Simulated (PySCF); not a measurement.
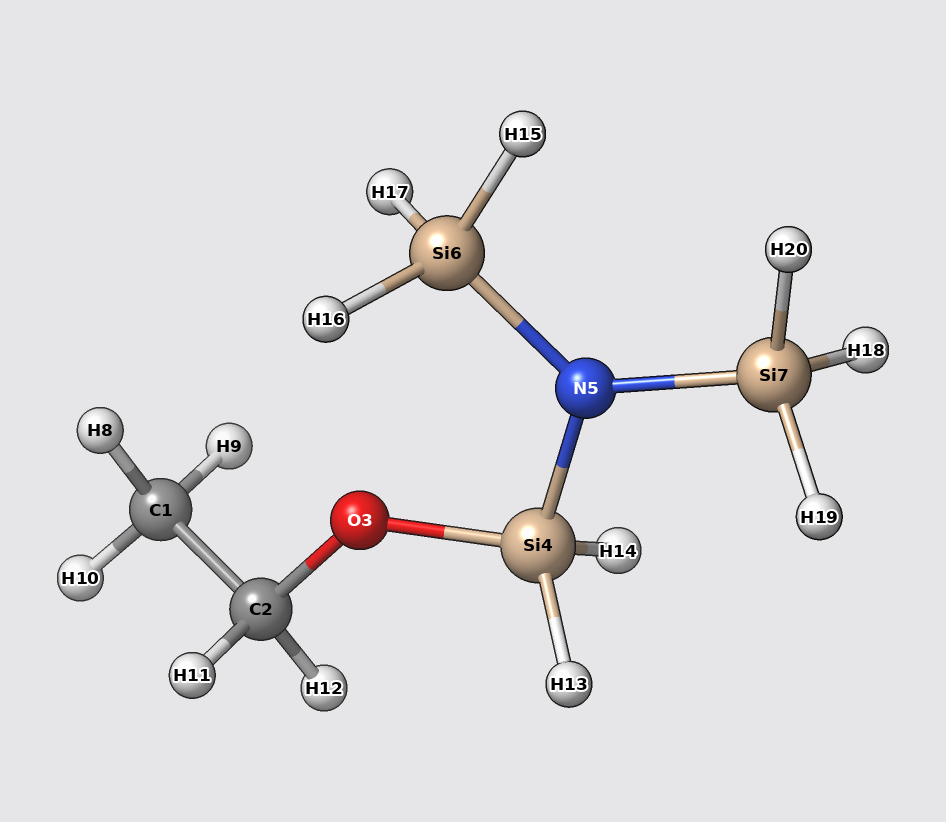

The geometry was computed by an optimisation with GFN2-xTB. No frequency run is at hand to confirm it as a minimum. Electric field gradients from the ground-state density, PBE0/pcSseg-1 (PySCF 2.14.0), non-relativistic apart from any core potentials.

Give the largest field-gradient component, the quadrupole coupling constant and the asymmetry for 17O at O3 (Q = −25.6 mb), 14N at N5 (Q = 20.44 mb), 2H at H8 (Q = 2.86 mb), 2H at H9 (Q = 2.86 mb).

| atom | V_zz (a.u.) | e²qQ/h (MHz) | η |
| --- | --- | --- | --- |
| O3 | 1.655 | −9.95 | 0.45 |
| N5 | −0.590 | −2.83 | 0.27 |
| H8 | 0.315 | 0.212 | 0.02 |
| H9 | 0.315 | 0.212 | 0.03 |

The geometry is semi-empirical. Around Si such bond lengths and angles can be off by a tenth of an ångström or more and by several degrees, and values that hang on the shape move with them.
